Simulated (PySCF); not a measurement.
CH5NOSi, SMILES `O=CN[SiH3]`.

Computed with PySCF, CAM-B3LYP/def2-SVP, geometry: GFN2-xTB. No frequency check shows the geometry to be a minimum. Without diffuse functions Rydberg states are missing, so the states' numbers hold for this basis only.

Cartesian coordinates (Å):

```
O1      -1.4349    0.8722   -0.0001
C2      -1.3125   -0.3290    0.0002
N3      -0.1060   -0.9095   -0.0001
Si4      1.2529    0.2143   -0.0000
H5      -2.1756   -1.0184    0.0004
H6      -0.0416   -1.9138   -0.0006
H7       1.1927    1.0031    1.2233
H8       2.3875   -0.7130   -0.0003
H9       1.1930    1.0051   -1.2215
```

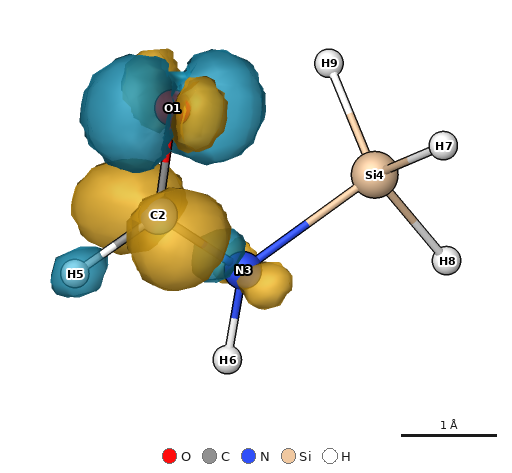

Unrelaxed difference density of S₁ less the ground state (TDA singlet states), ±0.1 e/Å³; yellow: gain, teal: loss.

> How does the charge move on excitation?

0.76 e is displaced in all, of which about 0.4 e passes between atoms: O1 (0.41 e) loses electrons and C2 (0.33 e) and N3 (0.07 e) gain them. The state: 5.79 eV (214 nm), f = 0.001 (very weak), n → π*; the leading pair carries 100 %; hole on O1 (70 %), C2 (11 %) and H5 (8 %), electron on C2 (44 %), O1 (29 %) and N3 (13 %); their centroids lie 0.7 Å apart.

Run time: 53 s on 1 thread of Intel(R) Xeon(R) 6975P-C (Granite Rapids), on a shared host, peak memory 0.52 GiB.
